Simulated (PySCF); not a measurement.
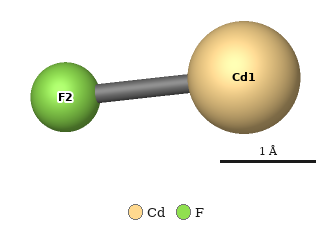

**Figure 1.** The structure as given in the input (ball-and-stick view, seen at a tilt; atoms are numbered from 1 in the order of the input). Sticks mark near contacts.

**Run report: CdF, single-point calculation**

CdF, multiplicity 2, computed with UHF/def2-svp, tda (PySCF 2.14.0).

### Log
```
PySCF version 2.14.0

[INPUT] verbose = 4
[INPUT] num. atoms = 2
[INPUT] num. electrons = 29
[INPUT] charge = 0
[INPUT] spin (= nelec alpha-beta = 2S) = 1
[INPUT] symmetry False subgroup None
[INPUT] Mole.unit = angstrom
[INPUT] Symbol           X                Y                Z      unit          X                Y                Z       unit  Magmom
[INPUT]  1 Cd     0.000000000000   0.000000000000   0.000000000000 AA    0.000000000000   0.000000000000   0.000000000000 Bohr   0.0
[INPUT]  2 F      0.000000000000   0.000000000000   1.968000000000 AA    0.000000000000   0.000000000000   3.718981013144 Bohr   0.0

nuclear repulsion = 48.4003546573171
number of shells = 17
number of NR pGTOs = 81
number of NR cGTOs = 45
basis = def2-svp
ecp = {'Cd': 'def2-svp'}

******** <class 'pyscf.scf.uhf.UHF'> ********
method = UHF
initial guess = minao
damping factor = 0
level_shift factor = 0
DIIS = <class 'pyscf.scf.diis.CDIIS'>
diis_start_cycle = 1
diis_space = 8
diis_damp = 0
SCF conv_tol = 1e-09
SCF conv_tol_grad = None
SCF max_cycles = 50
direct_scf = True
direct_scf_tol = 1e-13
number electrons alpha = 15  beta = 14
Set gradient conv threshold to 3.16228e-05
init E= -251.388353364852
  alpha nocc = 15  HOMO = -0.803091349477327  LUMO = -0.382458826002345
  beta  nocc = 14  HOMO = -1.03617779755827  LUMO = -0.803091349477327

WARN: HOMO -0.803091349477327 >= LUMO -0.803091349477327

cycle= 1 E= -265.83826353055  delta_E= -14.4  |g|= 0.929  |ddm|= 2.17
  alpha nocc = 15  HOMO = -0.228854881747388  LUMO = 0.0976803406768721
  beta  nocc = 14  HOMO = -0.295663705970199  LUMO = 0.0148333011000119
  HOMO = -0.228854881747  LUMO = 0.0148333011  gap/eV = 6.63109
cycle= 2 E= -266.112717610666  delta_E= -0.274  |g|= 0.44  |ddm|= 1.64
  alpha nocc = 15  HOMO = -0.304679872087739  LUMO = 0.0790291800340507
  beta  nocc = 14  HOMO = -0.4640224385813  LUMO = -0.013621717100591
  HOMO = -0.304679872088  LUMO = -0.0136217171006  gap/eV = 7.92010
cycle= 3 E= -266.178229347653  delta_E= -0.0655  |g|= 0.0426  |ddm|= 0.373
  alpha nocc = 15  HOMO = -0.313516945222133  LUMO = 0.0778548027726536
  beta  nocc = 14  HOMO = -0.464708730423496  LUMO = -0.0111222674340681
  HOMO = -0.313516945222  LUMO = -0.0111222674341  gap/eV = 8.22858
cycle= 4 E= -266.180555899649  delta_E= -0.00233  |g|= 0.0197  |ddm|= 0.12
  alpha nocc = 15  HOMO = -0.314390552151146  LUMO = 0.0771701628954398
  beta  nocc = 14  HOMO = -0.478666466389521  LUMO = -0.010529165226707
  HOMO = -0.314390552151  LUMO = -0.0105291652267  gap/eV = 8.26849
cycle= 5 E= -266.181128747232  delta_E= -0.000573  |g|= 0.0117  |ddm|= 0.0491
  alpha nocc = 15  HOMO = -0.315941742584123  LUMO = 0.0761509400992411
  beta  nocc = 14  HOMO = -0.486468315929075  LUMO = -0.0105716355598418
  HOMO = -0.315941742584  LUMO = -0.0105716355598  gap/eV = 8.30954
cycle= 6 E= -266.181427817329  delta_E= -0.000299  |g|= 0.00475  |ddm|= 0.0475
  alpha nocc = 15  HOMO = -0.315486080702442  LUMO = 0.0760942134542057
  beta  nocc = 14  HOMO = -0.489520558774671  LUMO = -0.0109531643908554
  HOMO = -0.315486080702  LUMO = -0.0109531643909  gap/eV = 8.28676
cycle= 7 E= -266.181483970298  delta_E= -5.62e-05  |g|= 0.00224  |ddm|= 0.0159
  alpha nocc = 15  HOMO = -0.315635185032072  LUMO = 0.076106087525683
  beta  nocc = 14  HOMO = -0.491368788891784  LUMO = -0.0109339699485034
  HOMO = -0.315635185032  LUMO = -0.0109339699485  gap/eV = 8.29134
cycle= 8 E= -266.181496221855  delta_E= -1.23e-05  |g|= 0.000839  |ddm|= 0.0084
  alpha nocc = 15  HOMO = -0.315751475687897  LUMO = 0.0761385185933374
  beta  nocc = 14  HOMO = -0.491908067264714  LUMO = -0.010994186717582
  HOMO = -0.315751475688  LUMO = -0.0109941867176  gap/eV = 8.29287
cycle= 9 E= -266.181497951492  delta_E= -1.73e-06  |g|= 0.000231  |ddm|= 0.00351
  alpha nocc = 15  HOMO = -0.315688246035187  LUMO = 0.0761497644797672
  beta  nocc = 14  HOMO = -0.491925154266693  LUMO = -0.0110286961517616
  HOMO = -0.315688246035  LUMO = -0.0110286961518  gap/eV = 8.29021
cycle= 10 E= -266.181498078424  delta_E= -1.27e-07  |g|= 7.3e-05  |ddm|= 0.000841
  alpha nocc = 15  HOMO = -0.315700396919091  LUMO = 0.0761492126461892
  beta  nocc = 14  HOMO = -0.491965791045582  LUMO = -0.0110328715905226
  HOMO = -0.315700396919  LUMO = -0.0110328715905  gap/eV = 8.29043
cycle= 11 E= -266.181498088708  delta_E= -1.03e-08  |g|= 1.71e-05  |ddm|= 0.000258
  alpha nocc = 15  HOMO = -0.315701602833656  LUMO = 0.0761483682670363
  beta  nocc = 14  HOMO = -0.491970655929217  LUMO = -0.0110342978980853
  HOMO = -0.315701602834  LUMO = -0.0110342978981  gap/eV = 8.29042
cycle= 12 E= -266.1814980891  delta_E= -3.92e-10  |g|= 2.91e-06  |ddm|= 4.86e-05
  alpha nocc = 15  HOMO = -0.315701773013089  LUMO = 0.0761482521282338
  beta  nocc = 14  HOMO = -0.491970509316273  LUMO = -0.0110341911979859
  HOMO = -0.315701773013  LUMO = -0.011034191198  gap/eV = 8.29043
```

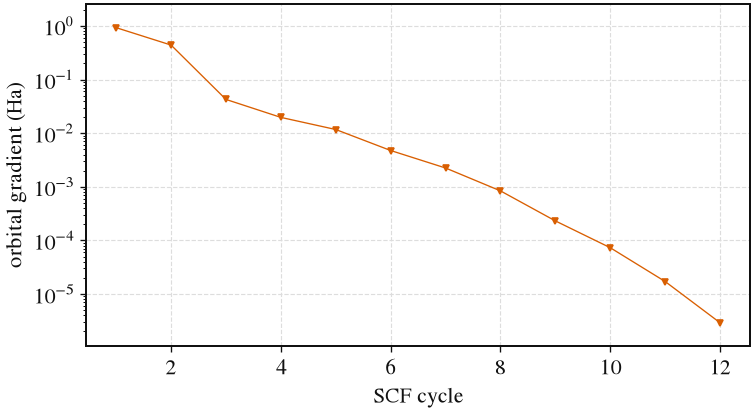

**Figure 2.** Convergence of the self-consistent field: orbital gradient against the SCF cycle. The residual falls at every step.

```
Extra cycle  E= -266.18149808911  delta_E= -1.01e-11  |g|= 1.38e-06  |ddm|= 4.95e-06
converged SCF energy = -266.18149808911  <S^2> = 0.75431224  2S+1 = 2.0043076

******** <class 'pyscf.tdscf.uhf.TDA'> for <class 'pyscf.scf.uhf.UHF'> ********
nstates = 3
deg_eia_thresh = 1.000e-03
wfnsym = None
conv_tol = 1e-05
eigh lindep = 1e-12
eigh level_shift = 0
eigh max_cycle = 100

Excitation energies (eV)
[4.20962421 4.20962421 6.28257025]

** Excitation energies and oscillator strengths **
Excited State   1:      4.20962 eV    294.53 nm  f=0.2436
Excited State   2:      4.20962 eV    294.53 nm  f=0.2436
Excited State   3:      6.28257 eV    197.35 nm  f=0.0005
Dipole moment(X, Y, Z, Debye): -0.00000, -0.00000, -3.78787
orbital energies (hartree): [array([-0.5088, -0.5088, -0.3157,  0.0403,  0.0403,  0.1237]), array([-0.506 , -0.506 , -0.492 , -0.011 ,  0.0761,  0.0761])]
```

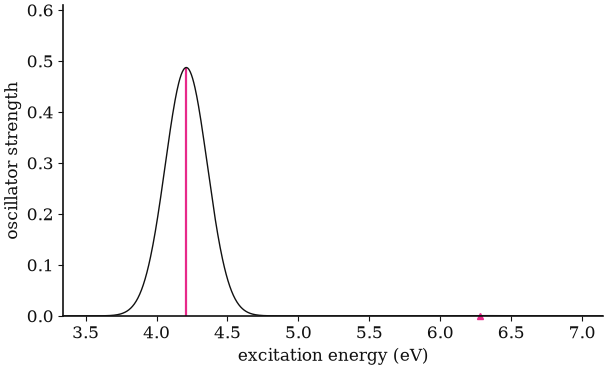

**Figure 3.** Computed excitations as sticks (degenerate states added up, dark ones marked on the axis), with a Gaussian envelope of 0.35 eV full width at half maximum, scaled to the tallest. Of the 3 states the lowest lies at 4.21 eV (f = 0.244); the strongest line is at 4.21 eV, or 295 nm (f = 0.487, summed over 2 states that lie within 0.004 eV).

The run was set up as follows.

### Input file
```python
from pyscf import gto, scf, tdscf

mol = gto.M(
    atom='Cd 0 0 0; F 0 0 1.968',
    basis='def2-svp',
    ecp={'Cd': 'def2-svp'},
    charge=0,
    spin=1,
    verbose=4,
)
mf = scf.UHF(mol)
mf.kernel()
td = tdscf.TDA(mf)
td.nstates = 3
td.kernel()
td.analyze(verbose=3)
mf.dip_moment()
print('orbital energies (hartree):', [e[max(0, n-3):n+3].round(4) for e, n in zip(mf.mo_energy, mol.nelec)])
```

Launch command:
```bash
OMP_NUM_THREADS=1 python input.py
```

### Results in brief

| quantity | value |
| --- | --- |
| outcome | converged |
| SCF energy | −266.181498 hartree |
| ⟨S²⟩ | 0.754 |
| dipole moment | 3.79 D |
| hardware | 1 CPU thread, shared host |
| wall time | 2 s |
